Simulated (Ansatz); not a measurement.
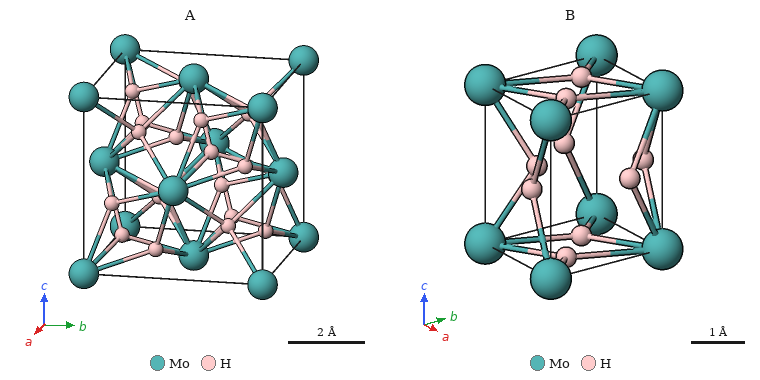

Two structures of MoH₅, each relaxed to rest (conventional cells in solid outline, small ones repeated, not to one scale). Method: Ansatz 0.2.0, DFT PBE, scalar-relativistic, plane waves, PAW, without spin polarisation.

Characterise the two forms.

A: 24 atoms a cell on a face-centred cubic lattice, F-43m. B: 6 atoms a cell on a primitive hexagonal lattice, P-62m.

What is the energy order of the two?

B is lower, by 331 meV/atom at this level of theory (energies at zero smearing). Volumes: A 4.8, B 5.3 Å³/atom.

One or both may be structure types tried for this composition rather than known phases.
